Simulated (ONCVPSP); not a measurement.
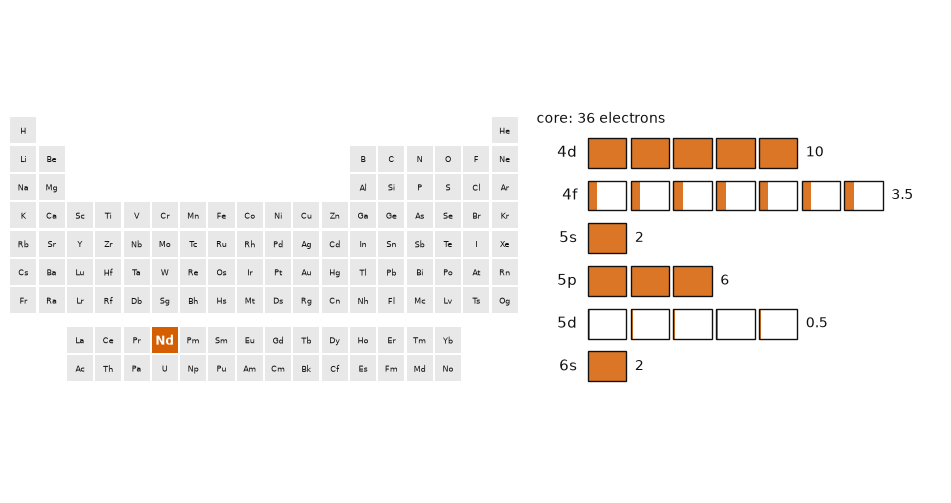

Left, the place of neodymium in the periodic table; right, the valence shells of the reference configuration: a box for each of the 2l + 1 orbitals, shaded by the share of the shell that is filled, with the electron count at the right.

Pseudopotential generation: Nd (part 1 of 2)

Neodymium (Nd, Z = 60), core [Kr], reference valence 4d10 4f3.5 5s2 5p6 5d0.5 6s2, valence charge 24. Computed at this level: ONCV potential, PBE, fully relativistic, made with ONCVPSP 4.0.1.

### Summary

- outcome: generated, with a ghost state
- cutoffs needed: 73 Ha and 82 Ha (the cutoffs at which the residual kinetic energy of the hardest occupied pseudo-wave falls to 1 and 0.1 mHa per electron)
- ghost test: GHOST(-) flagged for s at -78.7 eV; GHOST(+) flagged for p3/2 at 96.3 eV, p1/2 at 116.0 eV
- configuration tests: 1 of 4 tests not solved
- rms error of d²Exc/dni dnj: 6.04 mHa without and 3.48 mHa with the model core
- largest excitation error among the tests solved: +106 meV (all-electron minus pseudo) for 4d10 4f4 5s2 5p6 5d0 6s0
- range over which the phases arctan(r R′/R) at the test radius agree within 0.05 rad (a looser test near the poles than one of phase shifts): s: between about -2.9 and 2.3 Ha; p3/2: up to about 3.4 Ha; p1/2: up to about 3.8 Ha; d5/2: over the whole range computed; d3/2: over the whole range computed; f7/2: over the whole range computed; f5/2: over the whole range computed
- hardware: 1 CPU thread, shared host
- wall time: 16 s

### Remarks

The potential has a bound ghost state, so it can't be used as it stands. The scattering phases part by more than π/2 and stay apart in p3/2 from about 3.5 Ha and p1/2 from about 3.9 Ha: a level there is either far displaced or one that only the pseudo-atom has. Warnings of the program, in the generation or the tests: psatom_r: WARNING lschvkbb convergence error n,l,kap,iter= 1 0 -1; psatom_r: WARNING lschvkbb convergence error n,l,kap,iter= 2 0 -1; psatom_r: WARNING lschvkbb convergence error n,l,kap,iter= 2 1 -2.

### The input
```
# ATOM AND REFERENCE CONFIGURATION
# atsym  z   nc   nv     iexc    psfile
  Nd 60.00    8    6        4      upf
#
#   n    l    f
    1    0    2.00
    2    0    2.00
    2    1    6.00
    3    0    2.00
    3    1    6.00
    3    2   10.00
    4    0    2.00
    4    1    6.00
    4    2   10.00
    4    3    3.50
    5    0    2.00
    5    1    6.00
    5    2    0.50
    6    0    2.00
#
# PSEUDOPOTENTIAL AND OPTIMIZATION
# lmax
    3
#
#   l,   rc,      ep,       ncon, nbas, qcut
    0    2.85    0.00    4    7    3.40
    1    2.25    0.00    3    8    6.90
    2    1.10    0.00    4    8   13.30
    3    1.60    0.00    4    9    9.70
#
# LOCAL POTENTIAL
# lloc, lpopt,  rc(5),   dvloc0
    4    5    1.00    6.00
#
# VANDERBILT-KLEINMAN-BYLANDER PROJECTORs
# l, nproj, debl
    0    2    2.10
    1    2    2.00
    2    3    1.10
    3    2    2.70
#
# MODEL CORE CHARGE
# icmod, fcfact, rcfact
    1    0.45    0.00
#
# LOG DERIVATIVE ANALYSIS
# epsh1, epsh2, depsh
   -6.00    5.00    0.04
#
# OUTPUT GRID
# rlmax, drl
    6.00    0.01
#
# TEST CONFIGURATIONS
# ncnf
    4
# nvcnf
#   n    l    f
    6
    4    2   10.00
    4    3    4.00
    5    0    2.00
    5    1    6.00
    5    2    0.00
    6    0    2.00
#
    6
    4    2   10.00
    4    3    4.00
    5    0    2.00
    5    1    6.00
    5    2    0.00
    6    0    1.00
#
    6
    4    2   10.00
    4    3    4.00
    5    0    2.00
    5    1    6.00
    5    2    0.00
    6    0    0.00
#
    6
    4    2   10.00
    4    3    4.00
    5    0    1.00
    5    1    6.00
    5    2    0.00
    6    0    2.00
#
```

Run as:
```bash
oncvpspr.x < Nd.dat > Nd.out
```

### Output (extracts)
```
ONCVPSP  (Optimized Norm-Conservinng Vanderbilt PSeudopotential)
relativistic version 4.0.1

#   n    l    f        energy (Ha)
    1    0    2.00    -1.5936746D+03
    2    0    2.00    -2.5774358D+02
    2    1    6.00    -2.2471692D+02    -2.4382874D+02
    3    0    2.00    -5.6020669D+01
    3    1    6.00    -4.6267568D+01    -5.0082544D+01
    3    2   10.00    -3.5109439D+01    -3.5933893D+01
    4    0    2.00    -1.1234776D+01
    4    1    6.00    -8.1639841D+00    -8.9931083D+00
    4    2   10.00    -4.3335445D+00    -4.4804055D+00
    4    3    3.50    -1.4580677D-01    -1.6156528D-01
    5    0    2.00    -1.5429124D+00
    5    1    6.00    -8.2369355D-01    -9.3843421D-01
    5    2    0.50    -8.5804828D-02    -9.3017097D-02
    6    0    2.00    -1.3600190D-01

Reference configufation results
  iterations    31
  all-electron total energy (Ha)   -9.62986137D+03

Begin loop to  construct optimized pseudo wave functions
and semi-local pseudopoentials for all angular momenta

Calculating optimized projector #   1

 for l=   0

    Fraction of norm inside rc  0.989442
    Optimizing pswf for qcut=   3.41 a_B^-1,  ecut=   5.80 Ha
    Residual kinetic energy error=  1.00D-05 Ha

    Energy error per electron        Cutoff
         Ha          eV             Ha
         0.01000     0.27211        2.41
         0.00100     0.02721        3.31
         0.00010     0.00272        4.00
         0.00001     0.00027        5.96

Calculating optimized projector #   2

 for l=   0

    Fraction of norm inside rc  0.143923
    Optimizing pswf for qcut=   3.41 a_B^-1,  ecut=   5.80 Ha
    Residual kinetic energy error=  1.36D-04 Ha

    Energy error per electron        Cutoff
         Ha          eV             Ha
         0.01000     0.27211        1.90
         0.00100     0.02721        2.83
         0.00010     0.00272        6.61
         0.00001     0.00027       18.93

   Wellstate for l =  1  n =  7 kap= -2
     eigenvalue =   1.1763
     asymptotic potential =   1.6763
     half-point radius =  4.6951

Calculating optimized projector #   1

 for l=   1

    Fraction of norm inside rc  0.820216
    Optimizing pswf for qcut=   6.89 a_B^-1,  ecut=  23.74 Ha
    Residual kinetic energy error=  2.79D-08 Ha

    Energy error per electron        Cutoff
         Ha          eV             Ha
         0.01000     0.27211        8.47
         0.00100     0.02721       13.21
         0.00010     0.00272       16.38
         0.00001     0.00027       18.84

Calculating optimized projector #   2

 for l=   1

    Fraction of norm inside rc  0.113228
    Optimizing pswf for qcut=   6.89 a_B^-1,  ecut=  23.74 Ha
    Residual kinetic energy error=  9.51D-08 Ha

    Energy error per electron        Cutoff
         Ha          eV             Ha
         0.01000     0.27211        8.16
         0.00100     0.02721       13.75
         0.00010     0.00272       17.20
         0.00001     0.00027       19.72

   Wellstate for l =  1  n =  7 kap=  1
     eigenvalue =   1.0616

Calculating optimized projector #   1

 for l=   1

    Fraction of norm inside rc  0.859859
    Optimizing pswf for qcut=   6.89 a_B^-1,  ecut=  23.74 Ha
    Residual kinetic energy error=  2.96D-08 Ha

    Energy error per electron        Cutoff
         Ha          eV             Ha
         0.01000     0.27211        5.71
         0.00100     0.02721       12.94
         0.00010     0.00272       16.25
         0.00001     0.00027       18.78

Calculating optimized projector #   2

 for l=   1

    Fraction of norm inside rc  0.122423
    Optimizing pswf for qcut=   6.89 a_B^-1,  ecut=  23.74 Ha
    Residual kinetic energy error=  1.11D-07 Ha

    Energy error per electron        Cutoff
         Ha          eV             Ha
         0.01000     0.27211        5.50
         0.00100     0.02721       13.53
         0.00010     0.00272       17.14
         0.00001     0.00027       19.74

   Wellstate for l =  2  n =  6 kap= -3
     eigenvalue =   1.0142
     asymptotic potential =   1.5142
     half-point radius =  3.9012

Calculating optimized projector #   1

 for l=   2

    Fraction of norm inside rc  0.914986
    Optimizing pswf for qcut=  13.29 a_B^-1,  ecut=  88.29 Ha
    Residual kinetic energy error=  1.46D-05 Ha

    Energy error per electron        Cutoff
         Ha          eV             Ha
         0.01000     0.27211       61.64
         0.00100     0.02721       72.60
         0.00010     0.00272       81.08
         0.00001     0.00027       99.23

Calculating optimized projector #   2

 for l=   2

    Fraction of norm inside rc  0.025457
    Optimizing pswf for qcut=  13.29 a_B^-1,  ecut=  88.29 Ha
    Residual kinetic energy error=  3.32D-06 Ha

    Energy error per electron        Cutoff
         Ha          eV             Ha
         0.01000     0.27211       47.76
         0.00100     0.02721       62.88
         0.00010     0.00272       74.72
         0.00001     0.00027       84.08

Calculating optimized projector #   3

 for l=   2

    Fraction of norm inside rc  0.030671
    Optimizing pswf for qcut=  13.29 a_B^-1,  ecut=  88.29 Ha
    Residual kinetic energy error=  5.56D-06 Ha

    Energy error per electron        Cutoff
         Ha          eV             Ha
         0.01000     0.27211       50.26
         0.00100     0.02721       65.25
         0.00010     0.00272       76.93
         0.00001     0.00027       86.56

   Wellstate for l =  2  n =  6 kap=  2
     eigenvalue =   1.0070

Calculating optimized projector #   1

 for l=   2

    Fraction of norm inside rc  0.921293
    Optimizing pswf for qcut=  13.29 a_B^-1,  ecut=  88.29 Ha
    Residual kinetic energy error=  1.71D-05 Ha

    Energy error per electron        Cutoff
         Ha          eV             Ha
         0.01000     0.27211       62.32
         0.00100     0.02721       73.15
         0.00010     0.00272       81.59
         0.00001     0.00027      104.83

Calculating optimized projector #   2

 for l=   2

    Fraction of norm inside rc  0.027223
    Optimizing pswf for qcut=  13.29 a_B^-1,  ecut=  88.29 Ha
    Residual kinetic energy error=  4.39D-06 Ha

    Energy error per electron        Cutoff
         Ha          eV             Ha
         0.01000     0.27211       49.09
         0.00100     0.02721       64.09
         0.00010     0.00272       75.77
         0.00001     0.00027       85.58

Calculating optimized projector #   3

 for l=   2

    Fraction of norm inside rc  0.031356
    Optimizing pswf for qcut=  13.29 a_B^-1,  ecut=  88.29 Ha
    Residual kinetic energy error=  6.91D-06 Ha

    Energy error per electron        Cutoff
         Ha          eV             Ha
         0.01000     0.27211       51.12
         0.00100     0.02721       66.13
         0.00010     0.00272       77.80
         0.00001     0.00027       87.35

   Wellstate for l =  3  n =  6 kap= -4
     eigenvalue =   2.5542
     asymptotic potential =   3.0542
     half-point radius =  3.3094

Calculating optimized projector #   1

 for l=   3

    Fraction of norm inside rc  0.847079
    Optimizing pswf for qcut=   9.69 a_B^-1,  ecut=  46.95 Ha
    Residual kinetic energy error=  1.95D-04 Ha

    Energy error per electron        Cutoff
         Ha          eV             Ha
         0.01000     0.27211       38.33
         0.00100     0.02721       43.28
         0.00010     0.00272       66.76
         0.00001     0.00027      144.72

Calculating optimized projector #   2

 for l=   3

    Fraction of norm inside rc  0.140697
    Optimizing pswf for qcut=   9.69 a_B^-1,  ecut=  46.95 Ha
    Residual kinetic energy error=  1.22D-03 Ha

    Energy error per electron        Cutoff
         Ha          eV             Ha
         0.01000     0.27211       40.81
         0.00100     0.02721       48.56
         0.00010     0.00272      149.02
         0.00001     0.00027      174.73

   Wellstate for l =  3  n =  6 kap=  3
     eigenvalue =   2.5384

Calculating optimized projector #   1

 for l=   3

    Fraction of norm inside rc  0.853817
    Optimizing pswf for qcut=   9.69 a_B^-1,  ecut=  46.95 Ha
    Residual kinetic energy error=  2.01D-04 Ha

    Energy error per electron        Cutoff
         Ha          eV             Ha
         0.01000     0.27211       38.39
         0.00100     0.02721       43.33
         0.00010     0.00272       67.53
         0.00001     0.00027      142.78

Calculating optimized projector #   2

 for l=   3

    Fraction of norm inside rc  0.141727
    Optimizing pswf for qcut=   9.69 a_B^-1,  ecut=  46.95 Ha
    Residual kinetic energy error=  1.25D-03 Ha

    Energy error per electron        Cutoff
         Ha          eV             Ha
         0.01000     0.27211       40.87
         0.00100     0.02721       48.67
         0.00010     0.00272      149.77
         0.00001     0.00027      175.00

Construct Vanderbilt / Kleinmman-Bylander projectors

B matrix Hermiticity error, ll=  0  kap= -1
   1   2    9.7610D-05

  Orthonormal projector coefficients  1.0323E+01  9.2771E-01

B matrix Hermiticity error, ll=  1  kap= -2
   1   2   -1.7670D-04

  Orthonormal projector coefficients  8.9616E+00  9.2617E-01

B matrix Hermiticity error, ll=  1  kap=  1
   1   2   -1.9337D-04

  Orthonormal projector coefficients  8.8748E+00  9.6173E-01

B matrix Hermiticity error, ll=  2  kap= -3
   1   2    6.9757D-04
   1   3   -9.3084D-04
   2   3    4.5459D-05

  Orthonormal projector coefficients -1.5151E+01 -8.9828E+00 -2.5171E+00

B matrix Hermiticity error, ll=  2  kap=  2
   1   2    7.4788D-04
   1   3   -9.6430D-04
   2   3    4.7144D-05

  Orthonormal projector coefficients -1.6041E+01 -9.3951E+00 -2.6678E+00

B matrix Hermiticity error, ll=  3  kap= -4
   1   2   -3.9061D-04

  Orthonormal projector coefficients -8.7121E+00 -3.5113E+00

B matrix Hermiticity error, ll=  3  kap=  3
   1   2   -3.9604D-04

  Orthonormal projector coefficients -8.7572E+00 -3.5452E+00

 Orthonormal scalar projector coefficients, l =  1
  8.9255E+00  9.4259E-01  2.5540E-03  5.6680E-05

 Orthonormal spin-orbit projector coefficients, l =  1
  3.5525E-01 -3.4089E-01  2.1607E-02 -1.8617E-03

 Orthonormal scalar projector coefficients, l =  2
 -1.5506E+01 -9.1475E+00 -2.5776E+00 -1.1720E-03 -4.2813E-05 -8.6222E-06

 Orthonormal spin-orbit projector coefficients, l =  2
  3.8761E-01  1.7297E-01  5.1165E-02 -2.9338E-02 -1.0988E-03 -4.2381E-04

 Orthonormal scalar projector coefficients, l =  3
 -8.7314E+00 -3.5258E+00 -9.5586E-07 -2.3069E-07

 Orthonormal spin-orbit projector coefficients, l =  3
  1.3640E-02  9.1641E-03 -2.0235E-04 -2.9820E-05

Model core correction analysis
  based on d2Exc/dn_idn_j

d2excae - all-electron derivatives

   -2.526254D-02   -1.667424D-02   -5.442665D-03   -3.439214D-03
   -8.275974D-04   -4.721905D-04
   -1.667429D-02   -1.472382D-02   -1.038486D-02   -8.008253D-03
   -2.688496D-03   -7.908460D-04
   -5.442642D-03   -1.037606D-02   -1.958623D-02   -1.696118D-02
   -5.919541D-03   -1.051976D-03
   -3.439262D-03   -7.998258D-03   -1.698004D-02   -1.680625D-02
   -7.868554D-03   -1.180288D-03
   -8.278417D-04   -2.752852D-03   -6.078638D-03   -8.189971D-03
   -6.820700D-03   -1.462568D-03
   -4.724187D-04   -8.945490D-04   -1.233108D-03   -1.612143D-03
   -2.019952D-03   -8.074782D-04

d2excps - pseudofunction derivatives with no core correction

   -4.751783D-02   -2.315021D-02   -1.624959D-02   -5.043815D-03
   -1.640798D-03   -1.347005D-03
   -2.315012D-02   -2.852791D-02   -1.945441D-02   -1.364700D-02
   -3.419282D-03   -1.281577D-03
   -1.624995D-02   -1.943922D-02   -2.009286D-02   -1.892888D-02
   -6.921615D-03   -1.052107D-03
   -5.043890D-03   -1.362930D-02   -1.896187D-02   -2.301093D-02
   -1.068559D-02   -1.137390D-03
   -1.641269D-03   -3.533032D-03   -7.202731D-03   -1.125408D-02
   -9.265206D-03   -1.612527D-03
   -1.347438D-03   -1.464794D-03   -1.372052D-03   -1.900365D-03
   -2.596367D-03   -8.730270D-04

rms 2nd derivative error    6.040400E-03

Polynomial model core charge

d2excps - pseudofunction derivatives with core correction

   -3.124552D-02   -1.835602D-02   -1.191829D-02   -4.454442D-03
   -1.064933D-03   -9.359792D-04
   -1.835595D-02   -2.443701D-02   -1.739963D-02   -1.293766D-02
   -3.372793D-03   -1.114328D-03
   -1.191832D-02   -1.738430D-02   -1.855929D-02   -1.842325D-02
   -6.762840D-03   -9.265576D-04
   -4.454504D-03   -1.291991D-02   -1.845624D-02   -2.271347D-02
   -1.066112D-02   -1.105089D-03
   -1.065361D-03   -3.486547D-03   -7.043952D-03   -1.122957D-02
   -9.235214D-03   -1.597549D-03
   -9.363866D-04   -1.297526D-03   -1.246497D-03   -1.868049D-03
   -2.581371D-03   -8.619294D-04

rms 2nd derivative error    3.478463E-03

Pseudoatom total energy -257.779869

Diagnostic tests using Vanderbilt-Kleinman-Bylander pseudopotentials
  relativistic with J = L +/- 1/2 projectors

   l  kap   rcore       rmatch      e in        delta e    norm test   slope test

   0  -1   2.8649409   2.9519267  -1.5429124   0.0000006   1.0001538   1.0001416
   0  -1   2.8649409   2.9519267  -0.1360019   0.0000002   1.0000116   1.0000088

   1  -2   2.2552591   2.3237336  -0.8236936  -0.0000020   1.0000687   1.0000782
   1   1   2.2552591   2.3237336  -0.9384342  -0.0000002   1.0000786   1.0000796
   1  -2   2.2552591   2.3237336   1.1763065   0.0000297   1.0002232   1.0002232
   1   1   2.2552591   2.3237336   1.1440363   0.0000337   1.0002035   1.0002035

   2  -3   1.1001167   1.1335186  -4.3335445  -0.0000597   1.0003751   1.0004288
   2   2   1.1001167   1.1335186  -4.4804055  -0.0000289   1.0004062   1.0004066
   2  -3   1.1001167   1.1335186  -0.0858048   0.0000157   1.0001438   1.0001537
   2   2   1.1001167   1.1335186  -0.0930171   0.0000581   1.0003529   1.0003606
   2  -3   1.1001167   1.1335186   1.0141952   0.0000105   1.0006757   1.0006757
   2   2   1.1001167   1.1335186   1.0059842   0.0000744   1.0006609   1.0006609

   3  -4   1.6036572   1.6523477  -0.1458068  -0.0000052   1.0001707   1.0001948
   3   3   1.6036572   1.6523477  -0.1615653   0.0000055   1.0001961   1.0001460
   3  -4   1.6036572   1.6523477   2.5541932   0.0000848   1.0002093   1.0002093
   3   3   1.6036572   1.6523477   2.5506256   0.0000965   1.0002094   1.0002094

Diagnostic tests using Vanderbilt-Kleinman-Bylander pseudopotentials
  relativistic with scalar and spin-orbit non-local projectors

   l  kap   rcore       rmatch      e in        delta e    norm test   slope test

   0  -1   2.8649409   2.9519267  -1.5429124   0.0000006   1.0001538   1.0001416
   0  -1   2.8649409   2.9519267  -0.1360019   0.0000002   1.0000116   1.0000088

   1  -2   2.2552591   2.3237336  -0.8236936  -0.0002431   1.0001336   0.9998677
   1   1   2.2552591   2.3237336  -0.9384342  -0.0002387   1.0001334   0.9999137
   1  -2   2.2552591   2.3237336   1.1763065   0.0000045   1.0001870   1.0001870
   1   1   2.2552591   2.3237336   1.1440363   0.0000266   1.0001931   1.0001931

   2  -3   1.1001167   1.1335186  -4.3335445  -0.0000533   1.0003743   1.0004292
   2   2   1.1001167   1.1335186  -4.4804055  -0.0000226   1.0004054   1.0004069
   2  -3   1.1001167   1.1335186  -0.0858048   0.0000158   1.0001461   1.0001542
   2   2   1.1001167   1.1335186  -0.0930171   0.0000583   1.0003549   1.0003610
   2  -3   1.1001167   1.1335186   1.0141952   0.0000162   1.0006762   1.0006762
   2   2   1.1001167   1.1335186   1.0059842   0.0000798   1.0006613   1.0006613

   3  -4   1.6036572   1.6523477  -0.1458068  -0.0000052   1.0001707   1.0001948
   3   3   1.6036572   1.6523477  -0.1615653   0.0000055   1.0001961   1.0001460
   3  -4   1.6036572   1.6523477   2.5541932   0.0000849   1.0002093   1.0002093
   3   3   1.6036572   1.6523477   2.5506256   0.0000965   1.0002094   1.0002094

Ghost test for J = L + 1/2

 Testing for bound ghosts
   n   l    E NL Schr. Eq   E Basis Diag.   E Cutoff

       0                       -2.892333     23.37  WARNING - GHOST(-)
   1   0       -1.542912       -1.542598     23.37
   2   0       -0.136002       -0.129782     23.37

   2   1       -0.823696       -0.823672     59.71

   3   2       -4.333604       -4.333595    367.77
   4   2       -0.085789        0.194017    367.77

   4   3       -0.145812       -0.144419    192.06

 Testing for highly-localized positive-energy ghosts
       l    <radius>/rc     E Basis Diag.   E Cutoff

       1        0.388880        3.539627     59.71  WARNING - GHOST(+)

Ghost test for J = L - 1/2

 Testing for bound ghosts
   n   l    E NL Schr. Eq   E Basis Diag.   E Cutoff

       0                       -2.892333     23.37  WARNING - GHOST(-)
   1   0       -1.542912       -1.542598     23.37
   2   0       -0.136002       -0.129782     23.37

   2   1       -0.938434       -0.938418     59.71

   3   2       -4.480434       -4.480424    367.77
   4   2       -0.092959        0.173390    367.77

   4   3       -0.161560       -0.160333    192.06

 Testing for highly-localized positive-energy ghosts
       l    <radius>/rc     E Basis Diag.   E Cutoff

       1        0.945327        4.262513     59.71  WARNING - GHOST(+)

Test configuration 0
```

(Continued in part 2.)
